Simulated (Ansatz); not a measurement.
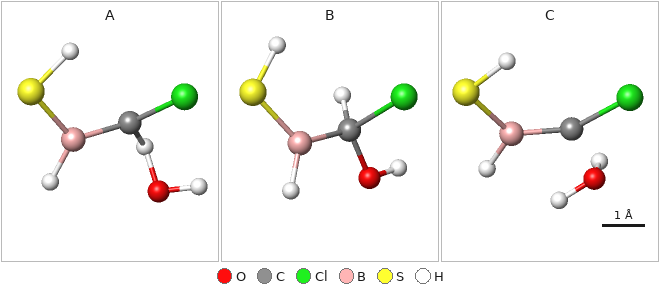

3 geometries from a converged minimum-energy path of CH₄BClOS, shuffled. Style: ball-and-stick. Shown from a free direction.

These are results of UKS BLYP/def2-SVP (Ansatz), not measurements. Run with 5 movable images; climbing image; force threshold 0.03 eV/Å; iteration limit 60; starting path through a guess of the saddle point.

Which frame is the transition state?

Answer. A. In order along the path, whose images run from 0 to 6: B (image 1, +0.04 eV), A (image 4, +2.95 eV), C (image 6, +2.66 eV). A hydrogen atom shifts from one atom to another. Breaking: C–H (1.11 → 2.05 Å). Forming: H–O (2.09 → 0.99 Å).

The run took 8.6 min on 2 threads of Arm Neoverse V2, with other jobs on the host, peak memory 0.23 GiB.
